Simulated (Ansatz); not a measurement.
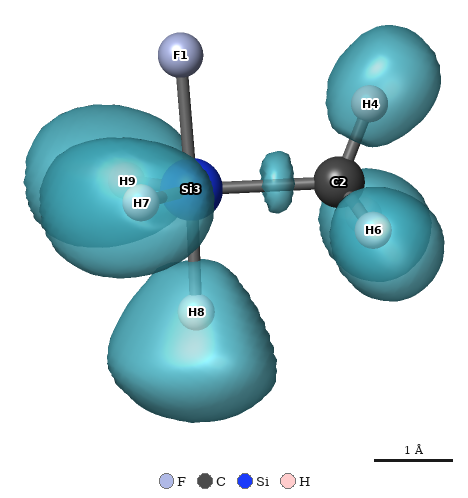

CH6FSi (charge −1). Isosurface of the ELF at 0.9 (cyan), seen across its widest extent. Core shells and regions of very low density are left out.

Geometry: PBE0-D4/def2-TZVPD.

The calculation used RKS PBE0-D4/def2-TZVPPD (Ansatz).

Input file:

```
crystal:
  periodic: [false, false, false]
  atoms:
    - {symbol: F, position_ang: [1.094158, 0.074383, -1.615347]}
    - {symbol: C, position_ang: [0.529870, -0.167768, 0.961986]}
    - {symbol: Si, position_ang: [-0.396886, 0.122301, -0.690288]}
    - {symbol: H, position_ang: [1.612719, -0.265463, 0.845467]}
    - {symbol: H, position_ang: [0.138749, -1.073406, 1.439075]}
    - {symbol: H, position_ang: [0.317195, 0.662901, 1.644219]}
    - {symbol: H, position_ang: [-0.617231, 1.540027, -1.187223]}
    - {symbol: H, position_ang: [-1.788414, 0.176195, 0.094229]}
    - {symbol: H, position_ang: [-0.890161, -1.068972, -1.492217]}
basis:
  gaussian: {orbitals: "def2-TZVPPD.json"}
total_charge: -1
hamiltonian: {xc: pbe0, dispersion: d4}
output: {orbitals: {seedname: orbitals}}
```

Launched as:

```sh
ansatz run in.yaml --threads 4 --pin off --events-out ev --progress --plain --max-ram 9574MiB
```

**What do the ELF domains correspond to?**

At this value the surface marks out one region between bonded C–Si atoms (shared pairs) and six regions around hydrogen nuclei. Profiles from the grid: Si–F (1.76 Å): the ELF peaks at about 0.85 in the valence shell of F, 0.6 Å from its nucleus, and is about 0.55 at the midpoint. C–Si (1.92 Å): the ELF peaks at about 0.95 between the atoms; a covalent bond.
